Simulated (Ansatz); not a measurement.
System: Al$_{19}$ (charge +1).

```yaml
atoms:
  - { symbol: Al, position_ang: [-2.0275, -2.0426, -0.0726] }
  - { symbol: Al, position_ang: [-1.9215, -0.0224, -1.9471] }
  - { symbol: Al, position_ang: [-3.8081, -0.0765, 0.0518] }
  - { symbol: Al, position_ang: [-2.0420, 0.0621, 2.0293] }
  - { symbol: Al, position_ang: [-1.9336, 1.9337, 0.0061] }
  - { symbol: Al, position_ang: [0.0055, -1.9041, -1.9033] }
  - { symbol: Al, position_ang: [-0.0566, -3.8180, 0.1508] }
  - { symbol: Al, position_ang: [0.0626, -2.2036, 2.2020] }
  - { symbol: Al, position_ang: [1.9208, -1.9336, -0.0108] }
  - { symbol: Al, position_ang: [0.0670, 0.1503, -3.8187] }
  - { symbol: Al, position_ang: [-0.0776, 2.2022, -2.2074] }
  - { symbol: Al, position_ang: [2.0276, -0.0610, -2.0298] }
  - { symbol: Al, position_ang: [-0.0082, -0.0023, -0.0010] }
  - { symbol: Al, position_ang: [-0.0189, 1.9033, 1.8988] }
  - { symbol: Al, position_ang: [1.9078, 0.0232, 1.9438] }
  - { symbol: Al, position_ang: [2.0127, 2.0399, 0.0683] }
  - { symbol: Al, position_ang: [-0.0804, -0.1520, 3.8149] }
  - { symbol: Al, position_ang: [0.0441, 3.8175, -0.1570] }
  - { symbol: Al, position_ang: [3.7985, 0.0751, -0.0536] }
```

These are results of DFT r2SCAN, Gaussian basis def2-TZVP in Ansatz, not measurements.

What will maps of the electron density and electron localisation function show?

Al–Al (2.61 Å): ρ is about 0.28 e/Å³ halfway; the ELF peaks at about 0.80 between the atoms: localised, covalent bonding.
Al–Al (2.65 Å): ρ is about 0.26 e/Å³ halfway; the ELF peaks at about 0.75 between the atoms: a covalent bond.

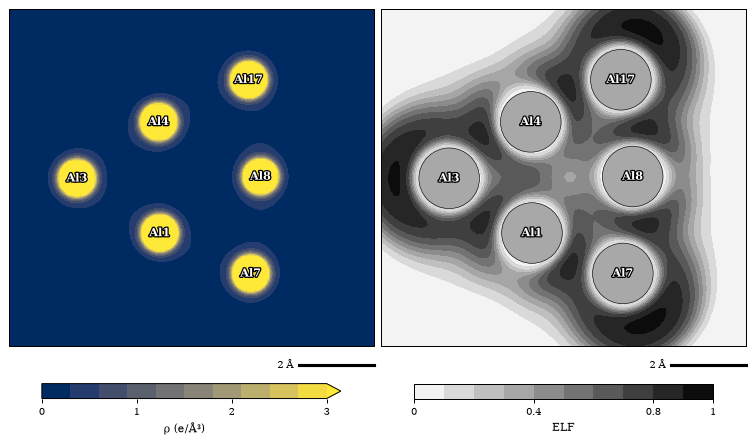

Computed electron density and electron localisation function on the plane of atoms Al1, Al3 and Al4, in this order. Grey discs cover the atomic cores in the ELF map. 
